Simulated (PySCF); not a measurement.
# A diatomic session: AsH+

Aim: find the lowest electronic state of AsH+, scan its bond at several levels of theory, and get bond length, wavenumber and dissociation energy from each curve.

Computed with PySCF 2.14.0. Level: As cc-pVTZ-PP with ECP10, H cc-pVTZ, scalar-relativistic core potentials.

## Step 1: Input

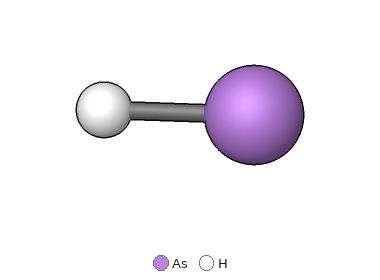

The two atoms at the starting distance (arsenic purple, hydrogen white).

The job is set up so:

```
atoms                         : As, H
charge                        : 1
basis                         : As cc-pVTZ-PP with ECP10, H cc-pVTZ
Hamiltonian                   : scalar-relativistic core potentials
basis functions               : 53
electrons treated             : 23
masses in u                   : 74.9216, 1.0078
levels                        : PBE0, PBE, r²SCAN, TPSSh, B3LYP, TPSS, HF, MP2, SCS-MP2, CCSD, CCSD(T)
grid                          : 80 radial by 434 angular points
occupations                   : held fixed by the projection of orbital angular momentum
dissociation limit            : As+ + H, each in its ground configuration
starting distance in angstrom : 1.595
values of 2S to try           : 1, 3
```

On the command line:

```console
$ OMP_NUM_THREADS=1 python dia.py task.json out
```

The runs that follow: PBE0 along the bond; Other states along the same grid; PBE (GGA); r²SCAN (meta-GGA); TPSSh; B3LYP (global hybrid GGA); TPSS; UHF; Correlated methods on the Hartree–Fock reference.

Q: Predict the outcome of this session. Wanted: for each run, Re; ωe; De; μ.

The runs gave:

Lowest PBE0 solution found, without spin–orbit coupling: ²Π (doublet), unpaired electrons π ↑. State 2 has its PBE0 minimum 1.79 eV higher. The other levels ran on the lowest alone.

```
      level  Re (Å)  ωe (cm⁻¹)  De (eV)  μ (D)
        UHF   1.513       2331     2.09   0.84
    UHF-MP2   1.509       2321     2.93    n/a
UHF-SCS-MP2   1.511       2305     3.04    n/a
   UHF-CCSD   1.517       2255     3.09    n/a
UHF-CCSD(T)   1.519       2241     3.12    n/a
        PBE   1.552       2097     3.13   0.69
       TPSS   1.541       2148     3.26   0.70
     r²SCAN   1.532       2181     3.15   0.75
      TPSSh   1.535       2179     3.24   0.72
      B3LYP   1.538       2157     3.19   0.68
       PBE0   1.535       2187     3.07   0.75
```

De is counted to As+ + H in their ground configurations. A positive dipole points from As to H; in an ion it is taken about the centre of mass and does not tell which atom is negative.

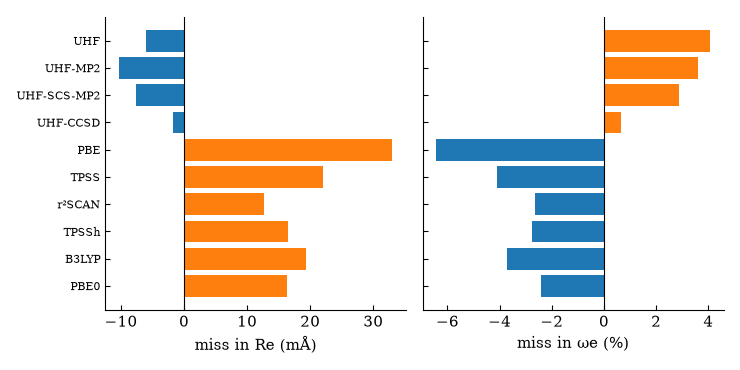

How far each level lies from CCSD(T) in the same basis.

Against CCSD(T) in the same basis, the bond length is nearest at UHF-CCSD (-2 mÅ) and farthest at PBE (+33 mÅ); the wavenumber is nearest at UHF-CCSD (+0.7 %) and farthest at PBE (-6.4 %). Hartree–Fock falls on the short and stiff side, its usual fault. PBE has the long and soft bond that GGAs tend to give. Among the levels with a De in the table, it runs from 2.09 eV (UHF) to 3.26 eV (TPSS).

Correlated steps freeze 4 core orbitals.
